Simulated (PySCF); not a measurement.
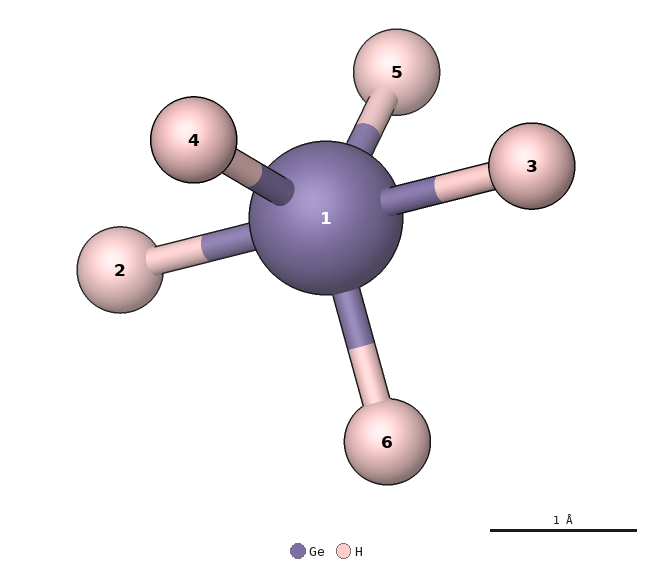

State: charge −1, singlet. The geometry was computed by an optimisation with PBE0-D3(BJ)/def2-SVP. No frequency run is at hand to confirm it as a minimum.

**How are the neighbours of atom 1 arranged?**

Ge1 has 5 neighbours (H2 at 1.72, H3 at 1.72, H4 at 1.59, H5 at 1.59, H6 at 1.59 Å); the arrangement is trigonal bipyramidal.
